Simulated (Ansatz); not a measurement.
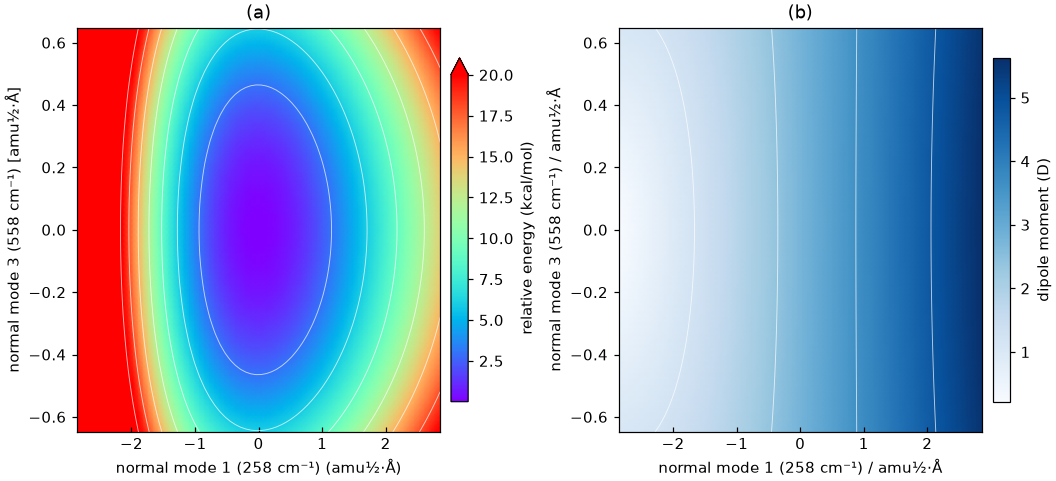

BrH₂In, SMILES [Br][InH2]. 
- The first coordinate is: normal mode 1 (258 cm⁻¹); the second: normal mode 3 (558 cm⁻¹).
- Nothing is relaxed (straight displacements along the two mass-weighted modes).
- The scan uses a 13 × 13 grid; 91 points were computed and 78 follow by symmetry.
- Points are written as (first, second).
- Energies: kcal/mol, counted from the lowest grid point.
- Computed with RHF-MP2, frozen core/def2-TZVP (Ansatz).

Panel (a) is the energy; panel (b) is the computed dipole moment, in D.

The picture shows a smooth colour map with a few white contour lines, one colour for all values above the top of the scale. Between grid points the surface is interpolated.

**How does the dipole moment vary over the map, and what is it at the lowest grid point?**

Leaving out the highest fifth of the energies, it runs from 0.99 D at (−1.90 amu½·Å, 0.000 amu½·Å) to 5.63 D at (2.86 amu½·Å, 0.000 amu½·Å). At the lowest grid point, (0.00 amu½·Å, 0.000 amu½·Å), it is 2.74 D.

```csv
"normal mode 3 (558 cm⁻¹) ↓, normal mode 1 (258 cm⁻¹) →",−2.86,−2.38,−1.90,−1.43,−0.95,−0.48,0.00,0.48,0.95,1.43,1.90,2.38,2.86
0.648,1.08,1.17,1.37,1.65,2.00,2.38,2.79,3.22,3.66,4.11,4.57,5.04,5.52
0.540,0.91,1.03,1.26,1.58,1.95,2.35,2.77,3.21,3.66,4.12,4.59,5.07,5.55
0.432,0.74,0.89,1.17,1.52,1.91,2.32,2.76,3.21,3.67,4.14,4.61,5.09,5.58
0.324,0.57,0.78,1.10,1.47,1.88,2.31,2.75,3.21,3.67,4.14,4.62,5.11,5.60
0.216,0.41,0.68,1.04,1.44,1.86,2.29,2.74,3.20,3.67,4.15,4.63,5.12,5.61
0.108,0.28,0.62,1.00,1.41,1.84,2.28,2.74,3.20,3.68,4.15,4.64,5.13,5.62
0.000,0.22,0.59,0.99,1.41,1.84,2.28,2.74,3.20,3.68,4.16,4.64,5.13,5.63
−0.108,0.28,0.62,1.00,1.41,1.84,2.28,2.74,3.20,3.68,4.15,4.64,5.13,5.62
−0.216,0.41,0.68,1.04,1.44,1.86,2.29,2.74,3.20,3.67,4.15,4.63,5.12,5.61
−0.324,0.57,0.78,1.10,1.47,1.88,2.31,2.75,3.21,3.67,4.14,4.62,5.11,5.60
−0.432,0.74,0.89,1.17,1.52,1.91,2.32,2.76,3.21,3.67,4.14,4.61,5.09,5.58
−0.540,0.91,1.03,1.26,1.58,1.95,2.35,2.77,3.21,3.66,4.12,4.59,5.07,5.55
−0.648,1.08,1.17,1.37,1.65,2.00,2.38,2.79,3.22,3.66,4.11,4.57,5.04,5.52
```
